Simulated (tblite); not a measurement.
**C$_{5}$H$_{6}$ClF: molecular dynamics (part 2 of 3)**

Continued. System: C$_{5}$H$_{6}$ClF. Method: GFN2-xTB Langevin dynamics, gas phase (tblite 0.8.0). 

Geometry of the input (Å):
```
C  2.4477  -0.2917  0.2760
C  1.1367  -0.3274  0.0719
F  0.5932  -1.4817  -0.3840
C  0.1719  0.7432  0.2820
Cl 0.8754  2.2101  0.8946
C  -1.1461  0.7183  0.0627
C  -1.9415  -0.4318  -0.4567
H  3.0506  -1.1600  0.0819
H  2.9344  0.5935  0.6350
H  -1.6991  1.6198  0.2848
H  -1.8937  -1.2759  0.2300
H  -2.9803  -0.1413  -0.5819
H  -1.5536  -0.7747  -1.4142
```

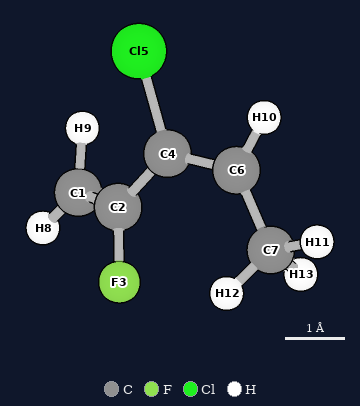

*The geometry at step 22 of the log (ball-and-stick view, seen at a tilt; atoms are numbered from 1 in the order of the input).*

Trajectory as extended XYZ, continued
```
13
Properties=species:S:1:pos:R:3:forces:R:3 step=14 time_fs=350.0 energy=-625.52944 temperature=251.1
C     1.8268   -0.8828    0.5380   -0.2025  -0.3289  -0.5958
C     0.5200   -0.6695    0.3248    0.3786  -0.2955  -0.0452
F    -0.2340   -1.7361   -0.1803    0.9782   1.1064   0.4705
C    -0.1827    0.5907    0.5442    0.3026  -0.0301   0.4569
Cl    0.7935    1.8443    1.2938   -0.1060  -0.3587  -0.0636
C    -1.4494    0.8897    0.2520    0.8023   1.0943   0.0578
C    -2.2821   -0.0129   -0.5345   -1.6146  -0.2897  -0.7184
H     2.2167   -1.8350    0.1578    0.0011   0.5019   0.5708
H     2.5199   -0.1394    0.9493   -0.6410  -0.5557  -0.3463
H    -1.7698    1.9272    0.4716   -0.0127  -0.8680  -0.1822
H    -3.3318    0.4126   -0.5323    1.0171  -0.9639  -0.0734
H    -1.9314   -0.0685   -1.5915   -0.2646   0.1944   0.6288
H    -2.2037   -1.0541   -0.1589   -0.6384   0.7934  -0.1599
13
Properties=species:S:1:pos:R:3:forces:R:3 step=15 time_fs=375.0 energy=-625.48434 temperature=299.1
C     1.7698   -0.9953    0.5796   -0.1375   0.6701   0.3919
C     0.4912   -0.6917    0.4047    0.7006  -1.3783  -0.1206
F    -0.1960   -1.7166   -0.1995   -0.5307   0.5775   0.2520
C    -0.2146    0.5098    0.7420   -0.0507   0.8040  -1.1284
Cl    0.7504    1.8621    1.4321   -0.5200  -1.0730  -0.1804
C    -1.4036    0.8250    0.2082   -0.8395   0.1069   0.9229
C    -2.3794   -0.0474   -0.5439    0.8044   0.0398  -0.6381
H     2.1540   -1.9544    0.3470    0.2138  -0.3682  -0.2642
H     2.3969   -0.2523    0.9935    0.6062   0.2698   0.3322
H    -1.7683    1.7979    0.5177   -0.1537   0.0510  -0.3336
H    -3.3662    0.4412   -0.6545    0.6041  -0.5130   0.4080
H    -1.9564   -0.1353   -1.5714   -0.3363  -0.0353   0.4585
H    -2.4011   -1.0866   -0.1569   -0.3605   0.8486  -0.1001
13
Properties=species:S:1:pos:R:3:forces:R:3 step=16 time_fs=400.0 energy=-625.45194 temperature=315.0
C     1.8538   -1.0501    0.7301   -0.3164   0.4953   0.7034
C     0.5747   -0.7904    0.5223   -1.4955   1.1570  -0.9804
F    -0.2135   -1.6598   -0.1637    0.3654  -0.4194  -0.0214
C    -0.2240    0.4716    0.6744   -0.0230  -0.1125   0.3667
Cl    0.5775    1.7675    1.5184    0.4831  -0.1880   0.2175
C    -1.4717    0.8183    0.2937   -0.3838  -1.9062  -1.3295
C    -2.4782   -0.0038   -0.5779    2.2711   0.3011   0.1294
H     2.3395   -1.9466    0.4409   -0.0571  -0.5487  -0.1789
H     2.4166   -0.4009    1.3671    0.1824   0.3411  -0.1082
H    -1.7949    1.7912    0.5807   -0.2316   0.4251  -0.0049
H    -3.3670    0.5259   -0.8179   -0.6409   0.4777   0.4131
H    -2.0396   -0.2536   -1.5642    0.1852   0.1851   0.5269
H    -2.6520   -0.9549   -0.1083   -0.3388  -0.2076   0.2661
13
Properties=species:S:1:pos:R:3:forces:R:3 step=17 time_fs=425.0 energy=-625.38688 temperature=348.2
C     1.7248   -1.0553    0.9432    2.7990   0.1208   0.8043
C     0.5562   -0.7614    0.4521   -1.1207   0.7165   0.3804
F    -0.1081   -1.7337   -0.1689   -0.6673  -0.6076  -0.5794
C    -0.2304    0.4234    0.6953   -1.4275   0.0535  -1.0642
Cl    0.4437    1.6467    1.5989    1.5302   1.0457   1.2400
C    -1.4740    0.7449    0.3009    0.0761   1.1600   0.3464
C    -2.4683    0.0823   -0.5150   -1.2960  -1.1633  -0.4773
H     2.0740   -2.0611    0.7685    0.2263   0.0561   0.0172
H     2.4647   -0.3566    1.4118   -1.2423  -0.7336  -0.4519
H    -1.8738    1.7261    0.6385    0.6470  -0.6544   0.0238
H    -3.2836    0.7633   -0.7202   -0.2099   0.1619   0.0165
H    -2.1573   -0.2943   -1.4768    0.5618  -0.1966  -0.1910
H    -2.9042   -0.7742    0.0187    0.1233   0.0409  -0.0648
13
Properties=species:S:1:pos:R:3:forces:R:3 step=18 time_fs=450.0 energy=-625.21142 temperature=262.7
C     1.6800   -1.0127    1.1622   -1.2863  -1.4209  -1.3245
C     0.5221   -0.8102    0.4812    0.5239   1.2749   1.4270
F    -0.0028   -1.8393   -0.1915   -0.2811   0.0290  -0.4903
C    -0.3219    0.4373    0.5781   -0.5252   0.2847   1.1514
Cl    0.5050    1.6634    1.7250   -0.8515  -1.1029  -1.3036
C    -1.6346    0.7511    0.2976    3.3279  -0.0326   0.9335
C    -2.5870    0.0259   -0.4805   -1.5426  -2.4972  -1.3018
H     2.2023   -1.9909    1.1112   -0.6223   0.8574  -0.1244
H     2.0795   -0.3186    1.8306    0.4272   0.8493   0.4196
H    -1.9911    1.6697    0.6845   -0.0347   0.7893   0.3782
H    -3.4648    0.5689   -0.8582    0.5120   0.2696   0.3529
H    -2.1242   -0.4606   -1.3511   -0.0114   0.0730   0.1545
H    -3.0182   -0.8349    0.1045    0.3641   0.6265  -0.2724
13
Properties=species:S:1:pos:R:3:forces:R:3 step=19 time_fs=475.0 energy=-625.45324 temperature=284.2
C     1.5847   -0.9901    1.3086   -0.2072   0.6404   0.0819
C     0.4628   -0.7944    0.6025    0.9494   1.2890   1.6652
F     0.1129   -1.7292   -0.2637   -0.7603  -0.3272  -0.6373
C    -0.3485    0.4418    0.7670    0.1752  -1.1744  -1.0840
Cl    0.5592    1.6275    1.6844   -0.7446   0.1488  -0.3645
C    -1.5218    0.7159    0.1710    0.1570   0.8668   1.3836
C    -2.5914   -0.0878   -0.4729    1.0256  -0.9450  -0.6766
H     2.1656   -1.8517    1.1631    0.4197  -0.9803  -0.2765
H     2.0291   -0.2996    2.0207   -0.5280  -0.1943  -0.3245
H    -1.8887    1.7141    0.3890    0.1545   0.1663  -0.0093
H    -3.3600    0.5813   -0.7582   -0.7664   0.5186  -0.3770
H    -2.2274   -0.6089   -1.3762   -0.0653   0.1059   0.3826
H    -3.0281   -0.8393    0.1757    0.1904  -0.1145   0.2364
13
Properties=species:S:1:pos:R:3:forces:R:3 step=20 time_fs=500.0 energy=-625.42097 temperature=252.7
C     1.6032   -1.1186    1.3600   -0.2331  -1.2635  -1.5461
C     0.4923   -0.8456    0.6850   -0.5103   1.6496  -0.0014
F     0.1035   -1.5591   -0.3878    0.2708  -0.6323   0.0596
C    -0.3223    0.4002    0.7711    0.7652  -0.8418   0.2740
Cl    0.4629    1.6237    1.6099    1.1737   1.0780   1.0109
C    -1.4689    0.7863    0.2449   -1.8378  -1.0297  -0.8250
C    -2.4587   -0.1761   -0.4075    0.5087  -0.0526   0.1204
H     2.1871   -1.9513    0.9955   -0.1310  -0.2656   0.0416
H     2.0660   -0.6483    2.1646   -0.0803   0.9649   0.8965
H    -1.7679    1.8267    0.3870   -0.0355  -0.4616  -0.1435
H    -3.3371    0.3555   -0.8005    0.5050  -0.3210   0.1046
H    -1.9587   -0.7933   -1.1733   -0.2754   0.6495  -0.0401
H    -2.7732   -0.9479    0.3125   -0.1199   0.5261   0.0484
13
Properties=species:S:1:pos:R:3:forces:R:3 step=21 time_fs=525.0 energy=-625.50740 temperature=301.4
C     1.5098   -1.2034    1.2771    1.5482  -0.9207   1.5368
C     0.4852   -0.7571    0.6025   -0.8358  -0.0438  -0.5612
F     0.1308   -1.5452   -0.4578   -0.3382   0.3008   0.0272
C    -0.3609    0.4307    0.7922    1.7238  -0.7233  -0.0435
Cl    0.4350    1.7459    1.6005    0.1990  -0.0538   0.1640
C    -1.5695    0.6311    0.3333   -1.8961   0.3351  -0.9586
C    -2.5145   -0.3238   -0.4083   -0.3364   1.2471   1.1003
H     1.9660   -2.1782    1.0698   -0.3145   0.5576  -0.3641
H     1.9542   -0.7747    2.1697   -0.4367   0.3441  -0.3453
H    -1.9203    1.6658    0.5004   -0.2588  -0.7883  -0.1222
H    -3.3727    0.3242   -0.7219    0.8585  -0.8862  -0.3370
H    -2.0371   -0.9373   -1.1590    0.0229   0.5058  -0.4049
H    -2.9386   -1.0580    0.2786    0.0643   0.1257   0.3084
13
Properties=species:S:1:pos:R:3:forces:R:3 step=22 time_fs=550.0 energy=-625.36253 temperature=223.7
C     1.4691   -1.2220    1.2927   -1.8585   3.8500   0.9344
C     0.4845   -0.7347    0.4888    1.3351  -0.8511   1.1130
F     0.1523   -1.4874   -0.5718   -0.2725  -0.1033  -0.5727
C    -0.3711    0.4357    0.6982   -0.9246   0.3381   0.2817
Cl    0.3721    1.8267    1.5843   -0.3278  -1.1346  -0.5067
C    -1.7007    0.5649    0.4059    2.1127  -0.5232   0.1104
C    -2.5431   -0.3595   -0.4240   -0.0446  -0.0143   1.3046
H     2.0980   -2.0372    1.1928    0.4626  -1.1466  -0.4835
H     1.6523   -0.5365    2.1777    0.0043  -1.0913  -1.0582
H    -2.0944    1.4696    0.8235   -0.6121   0.1674  -0.2466
H    -3.4586    0.1662   -0.6428   -0.0503   0.0950  -0.6811
H    -1.9999   -0.7902   -1.2438    0.0233   0.3593  -0.5709
H    -2.8700   -1.2401    0.1378    0.1524   0.0545   0.3756
13
Properties=species:S:1:pos:R:3:forces:R:3 step=23 time_fs=575.0 energy=-625.44401 temperature=319.0
C     1.3583   -1.1510    1.2722   -0.0485  -1.0785  -2.1448
C     0.4293   -0.6680    0.4285    1.4785  -2.3843   0.4276
F     0.1377   -1.4120   -0.6876    0.0457   0.3953   0.3665
C    -0.4096    0.4278    0.7026   -2.8573   0.8838  -0.6584
Cl    0.3341    1.7481    1.5104    0.2167   0.2378   0.3068
C    -1.7465    0.5304    0.3937    2.2360   0.5296   0.5018
C    -2.5434   -0.4152   -0.4309    1.6816  -0.3580   0.0983
H     1.9755   -2.0387    1.0758   -0.6359   0.4813  -0.2211
H     1.6445   -0.6445    2.1160    0.2823   1.1151   1.6438
H    -2.1140    1.5141    0.6771   -0.5978  -0.4157  -0.1189
H    -3.5008   -0.0213   -0.5527   -1.4101   0.4600  -0.4549
H    -1.9908   -0.5351   -1.3677   -0.4379   0.1323  -0.1867
H    -2.6098   -1.4285   -0.0473    0.0466   0.0014   0.4399
13
Properties=species:S:1:pos:R:3:forces:R:3 step=24 time_fs=600.0 energy=-625.50733 temperature=289.9
C     1.2943   -1.1638    1.2427    0.4277  -0.8699   1.2801
C     0.3062   -0.7455    0.4723   -0.6460   0.3718  -1.1769
F     0.0845   -1.3942   -0.7582    0.3183   0.4911   1.3669
C    -0.5876    0.4458    0.6661    1.3214  -1.1545  -0.1313
Cl    0.3064    1.6802    1.4634   -0.1948   0.4393   0.2937
C    -1.8462    0.5680    0.2736   -0.4864   0.2118   0.1870
C    -2.5761   -0.4973   -0.4645   -0.4638  -0.6755  -0.0875
H     1.8100   -2.1061    1.0280   -0.1870   0.5744  -0.2980
H     1.5696   -0.8047    2.2672   -0.6424   0.0809  -1.3744
H    -2.3945    1.4386    0.6039    0.0154   0.1519  -0.2993
H    -3.6866   -0.4937   -0.3093    1.0849   0.2476  -0.1066
H    -2.3627   -0.4705   -1.5525   -0.1816   0.1494   0.6201
H    -2.1776   -1.4481   -0.0913   -0.3659  -0.0183  -0.2735
13
Properties=species:S:1:pos:R:3:forces:R:3 step=25 time_fs=625.0 energy=-625.43808 temperature=290.6
C     1.1324   -1.1821    1.2572    1.9412   0.0879   1.9904
C     0.2536   -0.7645    0.4022   -1.3675   1.5536   0.7322
F     0.0407   -1.3584   -0.7419    0.0584  -0.9363  -1.6088
C    -0.6426    0.4035    0.6182    3.2853  -0.1534   0.9069
Cl    0.2304    1.7284    1.4282   -0.5061  -0.3470  -0.2724
C    -1.8359    0.5464    0.1681   -2.3717  -1.0626  -1.5649
C    -2.6690   -0.5335   -0.4562   -0.2000  -1.0275  -0.2138
H     1.8707   -1.9398    1.0679   -0.2428  -0.2552  -0.1550
H     1.2963   -0.6393    2.2063   -0.3042  -0.4296  -0.7697
H    -2.3498    1.4426    0.1971   -0.7372   1.7565   0.4047
H    -3.5866   -0.6833    0.1448    0.5103   0.0586  -0.0711
H    -3.0668   -0.3056   -1.4804    0.7864   0.0025   0.8323
H    -2.0894   -1.4898   -0.4632   -0.8521   0.7525  -0.2109
13
Properties=species:S:1:pos:R:3:forces:R:3 step=26 time_fs=650.0 energy=-625.56346 temperature=337.3
C     1.0714   -1.2136    1.2737   -0.6227  -0.9177  -2.0846
C     0.2105   -0.7131    0.3967    0.2165  -0.3023   0.3342
F     0.0248   -1.3127   -0.7964    0.1464  -0.5177  -0.1856
C    -0.6335    0.4452    0.5338   -1.5385   0.4524  -0.0994
Cl    0.1397    1.7561    1.3403    0.0679   0.3744   0.0791
C    -1.9301    0.5378    0.1594    0.4317   1.4106   0.1460
C    -2.8111   -0.5315   -0.3846   -0.4764   1.0925   0.2205
H     1.5467   -2.1357    1.0442    0.3917  -0.4480  -0.3200
H     1.3053   -0.8379    2.1886    0.2033   1.1976   1.9987
H    -2.4162    1.5534    0.2211    0.5531  -1.1584   0.2397
H    -3.5160   -0.8353    0.3884    0.2697  -0.3545   0.2009
H    -3.4632   -0.0973   -1.1385    0.1546   0.0143  -0.3454
H    -2.2447   -1.3273   -0.7913    0.2027  -0.8434  -0.1840
13
Properties=species:S:1:pos:R:3:forces:R:3 step=27 time_fs=675.0 energy=-625.31527 temperature=230.2
C     1.0283   -1.2789    1.2380   -1.5892   1.5139   0.4144
C     0.1558   -0.7174    0.3492    1.3675  -1.1966   0.5361
F     0.1090   -1.3144   -0.9150   -0.2263   0.6971   1.1309
C    -0.7062    0.4678    0.5801   -1.7459  -0.4133  -1.4760
Cl    0.1367    1.7984    1.2439    0.1359   0.2823   0.3890
C    -2.0102    0.6136    0.1557    0.8780   0.7696   2.2309
C    -2.8434   -0.4811   -0.3908    0.3930   0.3409  -0.5067
H     1.5983   -2.1694    1.0494   -0.0628   0.1554  -0.2883
H     1.0909   -0.8805    2.2982   -0.1173  -0.4190  -1.6332
H    -2.6465    1.4968    0.5673    1.5014  -1.2449  -0.9834
H    -3.3891   -0.9513    0.3917   -0.2031  -0.6391   0.8144
H    -3.6065   -0.0474   -1.0041   -0.3244   0.2493  -0.6850
H    -2.2698   -1.2009   -0.9613   -0.0070  -0.0956   0.0568
13
Properties=species:S:1:pos:R:3:forces:R:3 step=28 time_fs=700.0 energy=-625.24592 temperature=231.0
C     0.9613   -1.1796    1.1495    1.5344  -0.6242   2.0306
C     0.1093   -0.7472    0.2804    0.1134   0.2467  -1.7249
F     0.1932   -1.2566   -0.9987   -0.6515   0.2798   0.4488
C    -0.7060    0.4237    0.5045   -0.5984   1.2827  -0.0033
Cl    0.1314    1.8394    1.1843    0.0502  -0.5691  -0.0919
C    -1.9917    0.6244    0.2340    1.1064  -3.6665  -1.0112
C    -2.8338   -0.4014   -0.4530    0.9055  -1.5449  -1.2129
H     1.6945   -1.9575    1.0370   -0.1854  -0.0949  -0.3555
H     0.9740   -0.7039    2.1149   -0.0657  -0.0749   0.1606
H    -2.4200    1.5213    0.2439   -1.4097   3.4133   0.6925
H    -3.3527   -1.1388    0.1751    0.1306   0.5786   0.1647
H    -3.5624    0.0904   -1.1013    0.1131  -0.1691   0.1748
H    -2.1510   -1.0604   -1.1065   -1.0429   0.9424   0.7276
13
Properties=species:S:1:pos:R:3:forces:R:3 step=29 time_fs=725.0 energy=-625.37547 temperature=301.7
C     0.9779   -1.1710    1.1599    1.1431  -1.5478  -0.2152
C     0.2296   -0.6249    0.2563   -1.8140   0.0253  -1.4411
F     0.1495   -1.1695   -0.9729    0.3005  -0.3616  -0.6195
C    -0.7314    0.4570    0.4147    0.9526   1.2989   0.6058
Cl    0.1564    1.8077    1.0857   -0.0637   0.3910   0.5005
C    -1.9940    0.6612    0.0995   -0.8749  -1.9999  -0.6500
C    -2.8435   -0.3754   -0.6036    0.0959  -1.0940   1.9462
H     1.5952   -2.0251    0.9197   -0.0302   0.1081  -0.1418
H     0.9939   -0.8894    2.1504    0.0365   0.8035   1.5733
H    -2.5781    1.4386    0.5064   -0.0160   1.0875   0.0580
H    -3.2810   -1.0890    0.1750    0.1995   1.0364  -0.6831
H    -3.6462    0.0681   -1.1470   -0.3558   0.2727  -0.2976
H    -2.2706   -1.0476   -1.2057    0.4266  -0.0202  -0.6354
```
